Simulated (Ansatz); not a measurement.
# C2H5AlSn: rigid scan of one bond length in Python

The task is a rigid scan of one bond length, for C2H5AlSn. SMILES: [SnH3][C]1=[CH][AlH]1.

Program: Ansatz 0.2.0, driven from Python. Level of theory: r2SCAN0/def2-SVP. These are calculated values, not measurements.

## (1) The structure

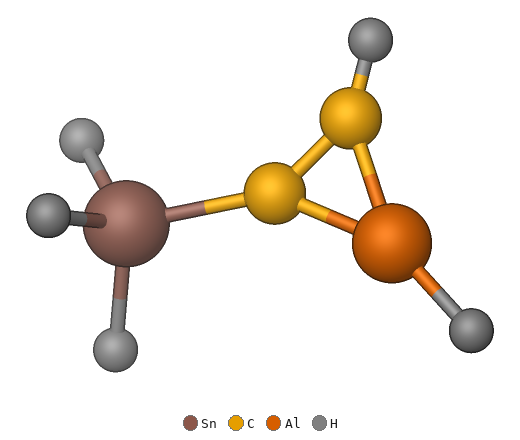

The starting structure, viewed from a chosen angle; tin brown, carbon amber, aluminium orange, hydrogen grey.

The script holds or builds the structure itself.

## (2) The code

File scan_c2h5alsn.py:

```python
'''Stretching a bond of C2H5AlSn, the rest held rigid.'''

import warnings

import ansatz
from ase import Atoms
import numpy as np

warnings.simplefilter('ignore', ansatz.DeckWarning)

atoms = Atoms(['Sn', 'C', 'C', 'Al', 'H', 'H', 'H', 'H', 'H'], positions=[
    [-0.2596, 1.1981, -1.1601],
    [0.0297, -0.3639, 0.1679],
    [0.2086, -1.7713, 0.3269],
    [0.4033, -0.8296, 1.8943],
    [-1.2416, 0.6629, -2.5538],
    [-1.1889, 2.5258, -0.3463],
    [1.2553, 1.8688, -1.7288],
    [0.356, -2.734, -0.1272],
    [0.5257, -0.6032, 3.51],
])
molecule = ansatz.Crystal.molecule_from_ase(atoms)

symbols = [site.symbol for site in molecule.cartesian_sites]
start = np.array([site.position_ang for site in molecule.cartesian_sites])
axis = (start[4] - start[0]) / np.linalg.norm(start[4] - start[0])
moving = [4]
lengths, energies = [1.573, 1.644, 1.715, 1.787, 1.858, 1.93, 2.001, 2.109], []
for length in lengths:
    xyz = start.copy()
    xyz[moving] += (length - np.linalg.norm(start[4] - start[0])) * axis
    point = ansatz.Crystal.molecule()
    for symbol, xyz in zip(symbols, xyz):
        point = point.atom(symbol, xyz.tolist())
    setup = point.calculation().basis(gaussian='def2-SVP').functional('r2scan0')
    report = setup.run(threads=1, backend='cpu').report
    energies.append(report['free_energy_ev'])
    print(f'r = {length:6.3f} A  E = {energies[-1]:.5f} eV  <S^2> = {abs(report["mean_field"]["state"]["spin_squared"]):.3f}')

# quartic fit about the minimum
fit = np.polynomial.Polynomial.fit(lengths, np.array(energies) - min(energies), 4).convert()
roots = [r.real for r in fit.deriv().roots() if abs(r.imag) < 1e-9 and fit.deriv(2)(r.real) > 0]
r_e = min(roots, key=lambda r: abs(r - lengths[int(np.argmin(energies))]))
print(f'minimum of the fit at {r_e:.4f} A, force constant {fit.deriv(2)(r_e):.2f} eV/A^2')
```

## (3) The input behind the calls

The package turns the script's settings into the engine's input (first run):

```yaml
crystal:
  periodic: [false, false, false]
  atoms:
    - { symbol: Sn, position_ang: [-0.2596, 1.1981, -1.1601] }
    - { symbol: C, position_ang: [0.0297, -0.3639, 0.1679] }
    - { symbol: C, position_ang: [0.2086, -1.7713, 0.3269] }
    - { symbol: Al, position_ang: [0.4033, -0.8296, 1.8943] }
    - { symbol: H, position_ang: [-1.1240297093125742, 0.7269770056781164, -2.386938783980585] }
    - { symbol: H, position_ang: [-1.1889, 2.5258, -0.3463] }
    - { symbol: H, position_ang: [1.2553, 1.8688, -1.7288] }
    - { symbol: H, position_ang: [0.356, -2.734, -0.1272] }
    - { symbol: H, position_ang: [0.5257, -0.6032, 3.51] }
basis:
  gaussian:
    orbitals: def2-SVP
hamiltonian:
  xc: r2scan0
```

## (4) Launch

On the command line:

```sh
$ python scan_c2h5alsn.py
```

Standard output:

```text
r =  1.573 A  E = -14574.98239 eV  <S^2> = 0.000
r =  1.644 A  E = -14575.11204 eV  <S^2> = 0.000
r =  1.715 A  E = -14575.15019 eV  <S^2> = 0.000
r =  1.787 A  E = -14575.11838 eV  <S^2> = 0.000
r =  1.858 A  E = -14575.03511 eV  <S^2> = 0.000
r =  1.930 A  E = -14574.91208 eV  <S^2> = 0.000
r =  2.001 A  E = -14574.76344 eV  <S^2> = 0.000
r =  2.109 A  E = -14574.50351 eV  <S^2> = 0.000
minimum of the fit at 1.7156 A, force constant 13.73 eV/A^2
```

Wall time 63 s (1 thread of Arm Neoverse V1, shared host); peak memory 0.29 GiB.

## (5) What changed from run to run

The engine's inputs for some of the other runs:

Run 2, against run 1:

```diff
@@ -8 +8 @@
-    - { symbol: H, position_ang: [-1.1240297093125742, 0.7269770056781164, -2.386938783980585] }
+    - { symbol: H, position_ang: [-1.1630471977812282, 0.7057120771359335, -2.442314215425354] }
```

Run 5, against run 1:

```diff
@@ -8 +8 @@
-    - { symbol: H, position_ang: [-1.1240297093125742, 0.7269770056781164, -2.386938783980585] }
+    - { symbol: H, position_ang: [-1.280649205278298, 0.6416177854735793, -2.6092204454138126] }
```

Run 6, against run 1:

```diff
@@ -8 +8 @@
-    - { symbol: H, position_ang: [-1.1240297093125742, 0.7269770056781164, -2.386938783980585] }
+    - { symbol: H, position_ang: [-1.3202162358380598, 0.6200533508955911, -2.665375812512733] }
```

Lines on the test bed's own set-up are left out of the output.

## (6) The engine's runs

From the records of these 8 runs:

| run | distance (Å) | energy from run 3 (eV) | SCF cycles | CPU time (s) |
| --- | --- | --- | --- | --- |
| 1 | 1.57 | 0.1678 | 17 | 7.2 |
| 2 | 1.64 | 0.0382 | 17 | 7 |
| 3 | 1.72 | 0.0000 | 17 | 7 |
| 4 | 1.79 | 0.0318 | 18 | 7.1 |
| 5 | 1.86 | 0.1151 | 18 | 7.2 |
| 6 | 1.93 | 0.2381 | 18 | 7.3 |
| 7 | 2.00 | 0.3868 | 18 | 7 |
| 8 | 2.11 | 0.6467 | 18 | 7.1 |

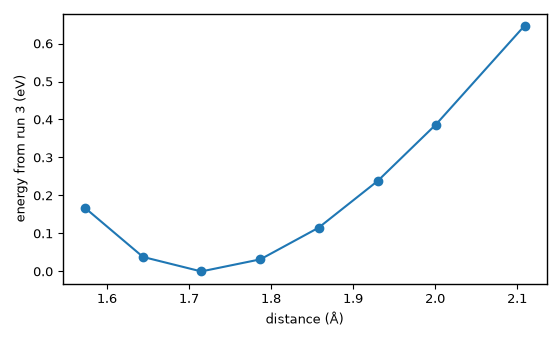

Energy against distance; lines join the points.

## (7) Outcome

| quantity | value |
| --- | --- |
| bond length at the fit's minimum | 1.7156 Å |
| runs compared | 8 |
| range of energy | 0.647 eV |
| lowest point, distance (Å) | 1.72 |

**Reading.** The curve has its lowest point inside the range, at 1.72. The ends stand 0.168 and 0.647 eV above it. The distance scanned is the script's pair 0, 4. Notes:
- The rest of the molecule is held rigid at a force-field or estimated start geometry, and the basis set is modest; single-reference methods fail as a bond breaks.
- def2 sets replace the cores of elements past krypton by effective core potentials.
- The orbitals are restricted, so S² is zero by construction.
